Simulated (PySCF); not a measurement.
# SiF3 (trifluorosilyl): levels of theory compared

Wanted: a comparison of 6 runs (UHF/STO-3G, UB3LYP/6-31G*, U-revPBE/aug-cc-pVDZ, UB3LYP/aug-cc-pVDZ, UTPSS/aug-cc-pVDZ, USCS-MP2/aug-cc-pVDZ) of SiF3 (trifluorosilyl). The job is set up through a Python script.

Program for the calculation: PySCF 2.14.0.

1 further run of the same task is left out (set aside as unsound or not needed).

## 1. The system as given

SiF3 has 4 atoms, charge 0, and is taken as a doublet. SMILES: `F[Si](F)F`. One bond was lengthened or shortened from a relaxed shape.

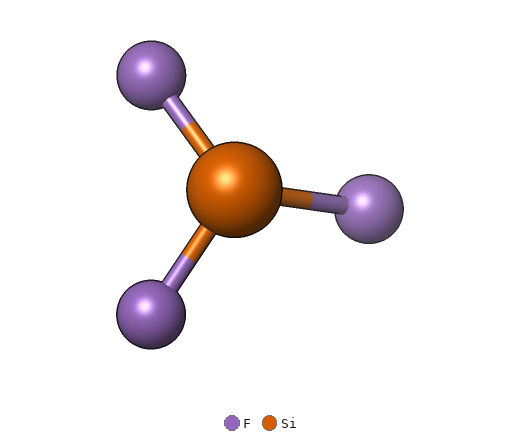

The structure, seen from a chosen angle (fluorine purple, silicon orange).

## 2. A single-point energy at UHF/STO-3G (run 1)

Input file input.py:

```python
from pyscf import gto

mol = gto.M(
    atom=[
    ('F', (0.944990, -0.615055, 1.289313)),
    ('Si', (-0.282750, 0.213060, 0.234280)),
    ('F', (-0.994260, -0.892250, -0.644340)),
    ('F', (0.492160, 1.186230, -0.741640)),
],
    charge=0,
    max_memory=1860,
    verbose=3,
    basis='sto-3g',
    spin=1,
)

calc0 = mol.UHF()
calc0.conv_tol = 1e-10
calc0.kernel()
if not calc0.converged:
    calc0 = calc0.newton().run(calc0.mo_coeff, calc0.mo_occ)

energy = calc0.e_tot
print('E = %.10f Eh' % energy)
```

Command:

```
$ OMP_NUM_THREADS=1 python input.py
```

What it wrote:

```text
converged SCF energy = -579.704213724856  <S^2> = 0.78089853  2S+1 = 2.0306635
E = -579.7042137249 Eh
```

It took 0.81 s on 1 thread of Arm Neoverse V1, shared host; peak memory 0.12 GiB.

## 3. A single-point energy at UB3LYP/6-31G(d) (spherical functions) (run 2)

Input file input.py:

```python
from pyscf import gto, dft

molecule = gto.Mole()
molecule.atom = '''
F    0.944990  -0.615055   1.289313
Si  -0.282750   0.213060   0.234280
F   -0.994260  -0.892250  -0.644340
F    0.492160   1.186230  -0.741640
'''
molecule.spin = 1
molecule.max_memory = 1860
molecule.verbose = 3
molecule.basis = '6-31g*'
molecule.build()

mf = dft.UKS(molecule, xc='b3lyp')
mf.grids.level = 5
mf.conv_tol = 1e-10
mf.kernel()
if not mf.converged:
    mf = mf.newton().run(mf.mo_coeff, mf.mo_occ)

energy = mf.e_tot
print('E = %.10f Eh' % energy)
```

Command:

```
$ OMP_NUM_THREADS=1 python input.py
```

What it wrote:

```text
WARN: HOMO -0.218362586124798 >= LUMO -0.218362586124793

converged SCF energy = -589.109372372711  <S^2> = 0.75158163  2S+1 = 2.001581
E = -589.1093723727 Eh
```

Wall time 15 s (1 thread of Arm Neoverse V1, shared host); peak memory 0.33 GiB.

Runs 3 to 5 aren't shown in full; the table further down has their settings and results.

## 4. The energy at USCS-MP2/aug-cc-pVDZ (run 6)

Input file mol.xyz:

```xyz
4

F      0.944990    -0.615055     1.289313
Si    -0.282750     0.213060     0.234280
F     -0.994260    -0.892250    -0.644340
F      0.492160     1.186230    -0.741640
```

Input file run.py:

```python
from pyscf import gto, scf, mp

system = gto.M(
    atom='mol.xyz',
    charge=0,
    spin=1,
    max_memory=1860,
    verbose=3,
    basis='aug-cc-pvdz',
)

myscf = scf.UHF(system)
myscf.conv_tol = 1e-10
myscf.kernel()
if not myscf.converged:
    myscf = myscf.newton().run(myscf.mo_coeff, myscf.mo_occ)

pt = mp.MP2(myscf, frozen=8).run()
e_final = myscf.e_tot + 1.2 * pt.e_corr_os + pt.e_corr_ss / 3
print('Final energy', e_final)
```

Command:

```
$ OMP_NUM_THREADS=1 python run.py
```

What it wrote:

```text
converged SCF energy = -587.406901558675  <S^2> = 0.75348737  2S+1 = 2.0034843
E(UMP2) = -588.104210056517  E_corr = -0.697308497842094
E(SCS-UMP2) = -588.075320269936  E_corr = -0.668418711260922
Final energy -588.0753202699357
```

Run time: 4.5 s. Hardware: 1 thread of Arm Neoverse V1, shared host; peak memory 0.25 GiB.

## 5. All runs side by side

```
run                                level  integration grid  frozen core orbitals  energy (Eh)  dipole moment (D) of the reference  HOMO energy (eV)  LUMO energy (eV)  wall time
  1                           UHF/STO-3G                 –                     –  -579.704214                                1.61             -7.18              5.06     0.81 s
  2  UB3LYP/6-31G* (spherical functions)                 5                     –  -589.109372                                1.78             -7.68             -4.22       15 s
  3                 U-revPBE/aug-cc-pVDZ                 5                     –  -589.002145                                1.77             -7.05             -4.99       25 s
  4                   UB3LYP/aug-cc-pVDZ                 5                     –  -589.181082                                1.96             -8.22             -4.70       27 s
  5                    UTPSS/aug-cc-pVDZ                 5                     –  -589.205127                                1.78             -7.23             -5.13       58 s
  6                 USCS-MP2/aug-cc-pVDZ                 –                     8  -588.075320                                2.30            -12.28             -0.42      4.5 s
```

## 6. Results

```
                                                         quantity          value
                                              run 6: total energy  -588.07532 Eh
                      run 6: dipole moment (Hartree–Fock density)         2.30 D
run 6: HOMO energy (Hartree–Fock orbitals) (highest over α and β)      -12.28 eV
 run 6: LUMO energy (Hartree–Fock orbitals) (lowest over α and β)       -0.42 eV
               run 6: correlation energy (8 core orbitals frozen)     -668.4 mEh
                         run 6: ⟨S²⟩ of the reference determinant          0.753
```

What this shows: Over runs 1, 2, 3, 4, 5 the dipole moment (its size) runs from 1.61 D (UHF/STO-3G) to 1.96 D (UB3LYP/aug-cc-pVDZ). The two ends differ in method and basis. Totals of different functionals can't be ranked against each other. In run 1 the basis is minimal, so the values are rough. All runs together took 2.2 min, the longest 58 s.
